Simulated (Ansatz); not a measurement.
CH$_{7}$NO$_{2}$Si: geometry relaxation (part 1 of 2)

CH$_{7}$NO$_{2}$Si, SMILES N[SiH2]C(O)O, computed with RKS PBE-D4/def2-SVP (Ansatz 0.2.0).

The geometry: force-field start. Figures and captions count atoms from 1; the log counts them from 0 in places.

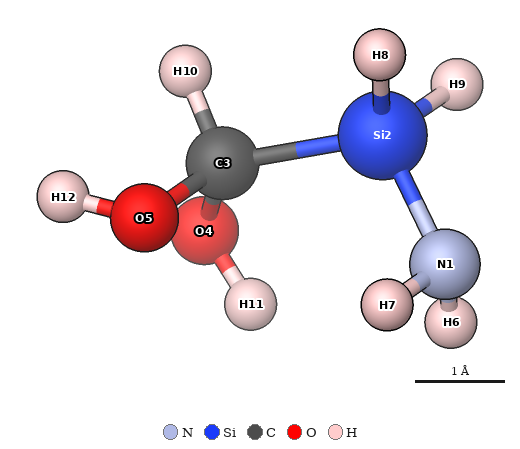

Figure 1. The structure as given in the input (ball-and-stick view, seen at a tilt; atoms are numbered from 1 in the order of the input).

Input:
```yaml
crystal:
  periodic: [false, false, false]
  atoms:
    - {symbol: N, position_ang: [-1.771600, -0.724100, -0.404000]}
    - {symbol: Si, position_ang: [-0.686600, -0.510800, 0.850600]}
    - {symbol: C, position_ang: [0.895000, 0.375700, 0.186900]}
    - {symbol: O, position_ang: [1.756900, -0.338900, -0.771700]}
    - {symbol: O, position_ang: [0.708400, 1.646400, -0.406100]}
    - {symbol: H, position_ang: [-1.446500, -1.268800, -1.141400]}
    - {symbol: H, position_ang: [-1.931200, 0.236700, -0.840900]}
    - {symbol: H, position_ang: [-1.291600, 0.314200, 1.905600]}
    - {symbol: H, position_ang: [-0.369700, -1.857100, 1.373200]}
    - {symbol: H, position_ang: [1.567500, 0.515000, 1.104100]}
    - {symbol: H, position_ang: [1.052800, -0.544400, -1.470300]}
    - {symbol: H, position_ang: [1.593500, 2.101100, -0.352000]}
basis:
  gaussian: {orbitals: def2-SVP}
hamiltonian: {xc: pbe, dispersion: d4}
relax: {f_tol: 0.03, max_steps: 200}
```

Machine: 4 threads of Arm Neoverse V2, 23 GiB of memory available, shared host.

Command:
```bash
ansatz run in.yaml --threads 4 --pin off --events-out ev --progress --plain --max-ram 10444MiB
```

What the program printed:
```
Functional definition: PBE
  name "PBE"
  cite "Perdew, Burke & Ernzerhof, Phys. Rev. Lett. 77, 3865 (1996) doi:10.1103/PhysRevLett.77.3865"
  parent pbe
  parameter kappa = 0.804
  parameter beta = 0.06672455060314922
  exchange = pbe_x(kappa = kappa, mu = beta*pi^2/3)
  correlation = pbe_c(beta = beta)
1218 factors; their error is unknown
mean field evaluation 1: about -14580.3621 eV, gradient 8.1e1 eV
mean field evaluation 2: about -14544.6917 eV, gradient 1.5e2 eV
mean field evaluation 4: about -14592.7178 eV, gradient 1.1e1 eV
mean field evaluation 8: about -14592.9906 eV, gradient 2.8e-1 eV
mean field evaluation 16: about -14592.9187 eV, gradient 3.0e-4 eV
mean field -14592.91871587 eV, -536.2798713727 hartree, gradient 5.3e-5 eV, S^2 0.000000; 0 other end points of the search recorded, 0 dependent functions left out
the calculation of the forces begins
reference -14592.91875232 eV, -536.2798727123 hartree; 25, 25 occupied and 84, 84 virtual orbitals, 1218 factors
relax step   1: F+E_penalty+E_count = -14593.14822874 eV  Δ(F+E_penalty+E_count) = +0.000e0 eV  max|allowed force component| = 2.841e0 eV/Å  Δτ_max = 0.0000 Å  (29 SCF iters, accepted)
these checks for a lower state are left out or cut short: starts, cluster_reference, orbital_swaps, neighbouring_geometries, increment
1218 factors; their error is unknown
mean field -14593.46951018 eV, -536.3001126903 hartree, gradient 2.6e-5 eV, S^2 0.000000; 0 other end points of the search recorded, 0 dependent functions left out
[... from here on the field's lines of each further geometry are left out, up to the last ...]
relax step   2: F+E_penalty+E_count = -14593.69972956 eV  Δ(F+E_penalty+E_count) = -5.515e-1 eV  max|allowed force component| = 1.215e0 eV/Å  Δτ_max = 0.1487 Å  (34 SCF iters, accepted)
relax step   3: F+E_penalty+E_count = -14593.79665699 eV  Δ(F+E_penalty+E_count) = -9.693e-2 eV  max|allowed force component| = 7.693e-1 eV/Å  Δτ_max = 0.0492 Å  (30 SCF iters, accepted)
relax step   4: F+E_penalty+E_count = -14593.84127056 eV  Δ(F+E_penalty+E_count) = -4.461e-2 eV  max|allowed force component| = 2.323e-1 eV/Å  Δτ_max = 0.0857 Å  (29 SCF iters, accepted)
relax step   5: F+E_penalty+E_count = -14593.85580093 eV  Δ(F+E_penalty+E_count) = -1.453e-2 eV  max|allowed force component| = 1.830e-1 eV/Å  Δτ_max = 0.0869 Å  (30 SCF iters, accepted)
relax step   6: F+E_penalty+E_count = -14593.86801951 eV  Δ(F+E_penalty+E_count) = -1.222e-2 eV  max|allowed force component| = 4.261e-1 eV/Å  Δτ_max = 0.1149 Å  (29 SCF iters, accepted)
relax step   7: F+E_penalty+E_count = -14593.87848199 eV  Δ(F+E_penalty+E_count) = -1.046e-2 eV  max|allowed force component| = 6.203e-1 eV/Å  Δτ_max = 0.0958 Å  (30 SCF iters, accepted)
relax step   8: F+E_penalty+E_count = -14593.89467843 eV  Δ(F+E_penalty+E_count) = -1.620e-2 eV  max|allowed force component| = 6.835e-1 eV/Å  Δτ_max = 0.1156 Å  (29 SCF iters, accepted)
relax step   9: F+E_penalty+E_count = -14593.91159008 eV  Δ(F+E_penalty+E_count) = -1.691e-2 eV  max|allowed force component| = 1.333e0 eV/Å  Δτ_max = 0.1187 Å  (28 SCF iters, accepted)
relax step  10: F+E_penalty+E_count = -14593.94020580 eV  Δ(F+E_penalty+E_count) = -2.862e-2 eV  max|allowed force component| = 1.445e0 eV/Å  Δτ_max = 0.1551 Å  (27 SCF iters, accepted)
relax step  11: F+E_penalty+E_count = -14593.93471495 eV  Δ(F+E_penalty+E_count) = +5.491e-3 eV  max|allowed force component| = 1.086e0 eV/Å  Δτ_max = 0.2000 Å  (27 SCF iters, rejected (line search))
relax step  12: F+E_penalty+E_count = -14593.99356639 eV  Δ(F+E_penalty+E_count) = -5.336e-2 eV  max|allowed force component| = 1.466e-1 eV/Å  Δτ_max = 0.0956 Å  (29 SCF iters, accepted)
relax step  13: F+E_penalty+E_count = -14593.99622540 eV  Δ(F+E_penalty+E_count) = -2.659e-3 eV  max|allowed force component| = 8.487e-2 eV/Å  Δτ_max = 0.0302 Å  (29 SCF iters, accepted)
relax step  14: F+E_penalty+E_count = -14593.99728624 eV  Δ(F+E_penalty+E_count) = -1.061e-3 eV  max|allowed force component| = 5.882e-2 eV/Å  Δτ_max = 0.0334 Å  (28 SCF iters, accepted)
relax step  15: F+E_penalty+E_count = -14593.99814366 eV  Δ(F+E_penalty+E_count) = -8.574e-4 eV  max|allowed force component| = 4.490e-2 eV/Å  Δτ_max = 0.0524 Å  (29 SCF iters, accepted)
the calculation of the forces begins
reference -14593.75999267 eV, -536.3107877249 hartree; 25, 25 occupied and 84, 84 virtual orbitals, 1218 factors
relax step  16: F+E_penalty+E_count = -14593.99839388 eV  Δ(F+E_penalty+E_count) = -2.502e-4 eV  max|allowed force component| = 2.940e-2 eV/Å  Δτ_max = 0.0130 Å  (30 SCF iters, accepted)
1218 factors; their error is unknown
mean field evaluation 128: about -14581.7443 eV, gradient 7.9e1 eV
```

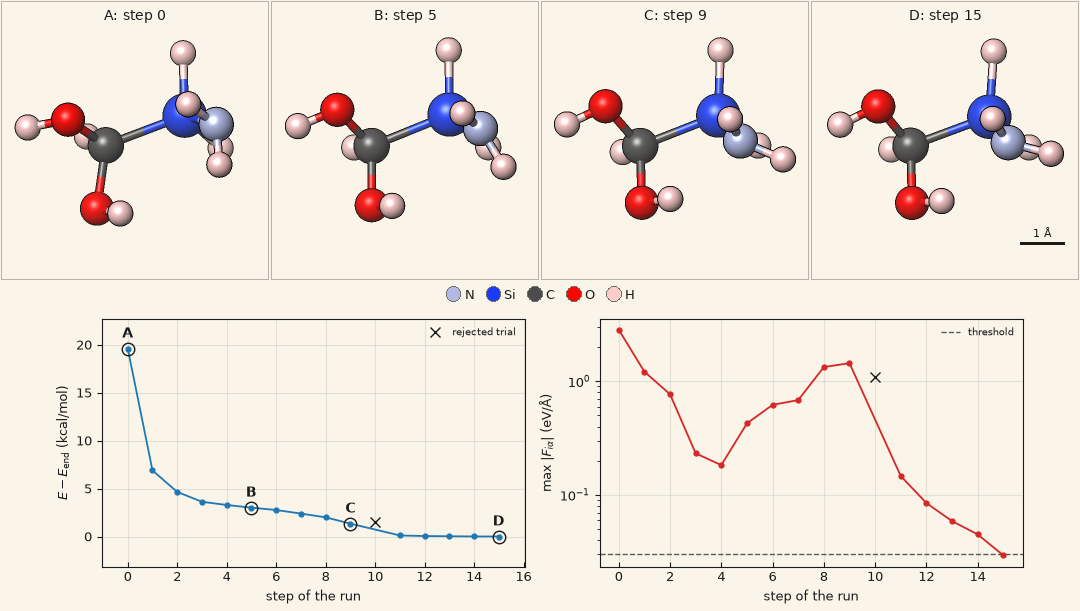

Figure 2. Frames of the relaxation (ball-and-stick view, seen at a tilt) above the curves, on which the letters mark them (the first geometry is step 0 here and step 1 in the log).

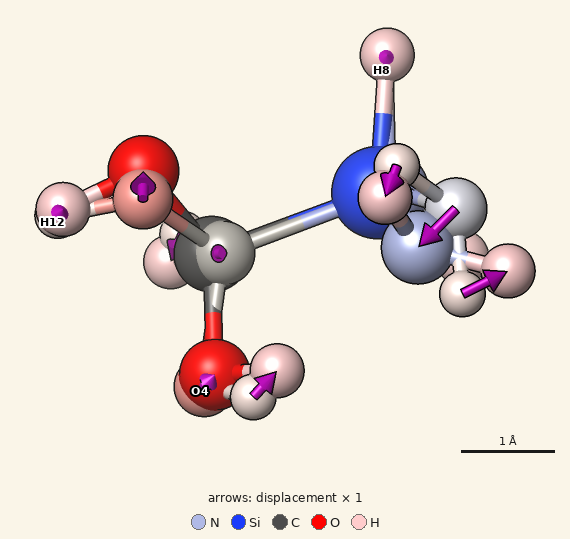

Figure 3. Start (faint) and end (solid) with the displacements as pink arrows, at true length (ball-and-stick view, seen at a tilt). The two geometries are laid on each other by the best rigid fit. The largest move after the best rigid fit is that of N1, 0.59 Å. By element the largest moves are N 0.59 Å, H 0.56 Å, O 0.43 Å, C 0.21 Å, Si 0.13 Å. Distances before and after: N1–Si2 1.672 → 1.770 Å, C3–O4 1.474 → 1.408 Å, N1–H6 0.973 → 1.024 Å, N1–H7 1.067 → 1.026 Å. Among the angles that change: Si2–C3–O5 116.6° → 104.1°, Si2–C3–O4 118.7° → 106.5°, Si2–C3–H10 105.2° → 116.0°. After 15 geometry steps the energy has fallen by 19.6 kcal/mol. The largest force component goes from 2.8 to 0.029 eV/Å. The line search rejected the trial step at point 10 (counted from 0) and went back. (Atoms are counted from 1 in the order of the input.)

```
mean field -14593.75995518 eV, -536.3107863470 hartree, gradient 2.3e-5 eV, S^2 0.000000; 1 other end points of the search recorded, 0 dependent functions left out
the calculation of the forces begins
reference -14593.75999267 eV, -536.3107877249 hartree; 25, 25 occupied and 84, 84 virtual orbitals, 1218 factors
Total energy: -14593.99843137 eV, -536.3195501855 hartree
Atom 0 at    -1.299717    -0.663550    -0.752018 Å, force    -0.011609    -0.026858     0.007918 eV/Å
Atom 1 at    -0.570099    -0.451373     0.846976 Å, force    -0.009501     0.012022    -0.023657 eV/Å
Atom 2 at     1.066665     0.402467     0.308560 Å, force     0.023460     0.007420    -0.007564 eV/Å
Atom 3 at     1.524883    -0.289990    -0.828056 Å, force    -0.010109    -0.004233    -0.002569 eV/Å
Atom 4 at     0.680053     1.744174     0.019100 Å, force    -0.011423     0.011721     0.001740 eV/Å
Atom 5 at    -1.904329    -1.476978    -0.900228 Å, force     0.010796     0.029403     0.000336 eV/Å
Atom 6 at    -1.736691     0.168233    -1.163540 Å, force     0.006771    -0.012112     0.009199 eV/Å
Atom 7 at    -1.378307     0.356664     1.829093 Å, force    -0.000930    -0.002020     0.005051 eV/Å
Atom 8 at    -0.338386    -1.833657     1.389957 Å, force     0.000972    -0.000290    -0.000653 eV/Å
Atom 9 at     1.901164     0.370417     1.049222 Å, force    -0.003785    -0.002260     0.005974 eV/Å
Atom 10 at     0.696503    -0.535784    -1.315553 Å, force     0.005727     0.000672    -0.000444 eV/Å
Atom 11 at     1.435161     2.154376    -0.449512 Å, force    -0.000367    -0.013463     0.004670 eV/Å
Dipole moment:    -0.309581    -0.020230    -0.128124 e Å
```

Trajectory as extended XYZ (Å, eV, eV/Å), 16 frames, from step=1 to step=16:
```
12
Properties=species:S:1:pos:R:3:forces:R:3 step=1 energy=-14593.14823
N    -1.7716   -0.7241   -0.4040   -2.5771   2.8411  -0.6813
Si   -0.6866   -0.5108    0.8506    1.6297   0.3126   0.6753
C     0.8950    0.3757    0.1869    2.7748   0.6045   0.2543
O     1.7569   -0.3389   -0.7717   -2.3486  -0.8425   0.0818
O     0.7084    1.6464   -0.4061   -0.4262   0.6889   0.6100
H    -1.4465   -1.2688   -1.1414    0.7010  -1.8056  -1.9888
H    -1.9312    0.2367   -0.8409   -0.1512  -1.2284   0.4754
H    -1.2916    0.3142    1.9056   -0.1739   0.3989   0.4391
H    -0.3697   -1.8571    1.3732    0.3678  -0.3191   0.2243
H     1.5675    0.5150    1.1041   -0.2927  -0.3197  -0.5017
H     1.0528   -0.5444   -1.4703    1.3699   0.1559   0.5966
H     1.5935    2.1011   -0.3520   -0.8736  -0.4865  -0.1849
12
Properties=species:S:1:pos:R:3:forces:R:3 step=2 energy=-14593.69973
N    -1.8107   -0.6824   -0.4555   -0.5081   0.8226  -1.0542
Si   -0.6544   -0.4828    0.7965    1.0457   0.1371   1.0195
C     0.9918    0.3832    0.2760    0.2119  -0.4232  -0.4704
O     1.7181   -0.4536   -0.6853   -1.1348   0.6617  -0.0395
O     0.6288    1.6412   -0.2865    1.2148   0.0884   0.1423
H    -1.5524   -1.3230   -1.2064   -0.0244  -0.3368  -0.1214
H    -2.0009    0.2337   -0.9162   -0.1306  -0.4902   0.2316
H    -1.2290    0.3677    1.8817   -0.2358   0.0629   0.1264
H    -0.2618   -1.8244    1.3360   -0.0725  -0.1251  -0.0047
H     1.6905    0.4876    1.1585   -0.1810  -0.0450  -0.4070
H     1.0609   -0.5223   -1.4358    0.7330  -0.0274   0.5759
H     1.4960    2.1200   -0.4289   -0.9181  -0.3249   0.0014
12
Properties=species:S:1:pos:R:3:forces:R:3 step=3 energy=-14593.79666
N    -1.7965   -0.6637   -0.4686    0.0075   0.1598  -0.6155
Si   -0.6454   -0.4730    0.8250    0.3339   0.0253   0.4041
C     0.9999    0.3768    0.2797    0.2101  -0.2395  -0.3686
O     1.7141   -0.4359   -0.6888   -0.7173   0.4975   0.0718
O     0.6355    1.6445   -0.2521    0.7693   0.0114  -0.0085
H    -1.5645   -1.3505   -1.2009   -0.0915   0.0443   0.2110
H    -2.0072    0.2301   -0.9408   -0.0870  -0.1929   0.0868
H    -1.2704    0.3654    1.9081   -0.0413  -0.0168  -0.0219
H    -0.2818   -1.8331    1.3552   -0.0643  -0.0094  -0.0363
H     1.7174    0.4656    1.1354   -0.0517   0.0056  -0.0954
H     1.0876   -0.4874   -1.4521    0.3251  -0.0618   0.2888
H     1.4882    2.1064   -0.4662   -0.5930  -0.2236   0.0835
12
Properties=species:S:1:pos:R:3:forces:R:3 step=4 energy=-14593.84127
N    -1.7588   -0.6324   -0.4938    0.1303  -0.1230  -0.1928
Si   -0.6284   -0.4654    0.8328   -0.0308   0.2323   0.0104
C     1.0254    0.3749    0.2833    0.0152   0.0185  -0.0266
O     1.7042   -0.3915   -0.7029   -0.0484  -0.0242  -0.0885
O     0.6644    1.6584   -0.1936   -0.0944   0.0506  -0.0110
H    -1.6086   -1.4044   -1.1510   -0.0784   0.0287   0.0382
H    -2.0456    0.2099   -1.0077    0.0711  -0.0897   0.1355
H    -1.2893    0.3646    1.8998    0.0466   0.0103   0.0320
H    -0.2990   -1.8349    1.3610   -0.0531  -0.0192  -0.0793
H     1.7568    0.4369    1.1228    0.0413  -0.0034   0.0779
H     1.0742   -0.4929   -1.4468   -0.0105  -0.0030   0.0596
H     1.4816    2.1218   -0.4698    0.0112  -0.0779   0.0445
```
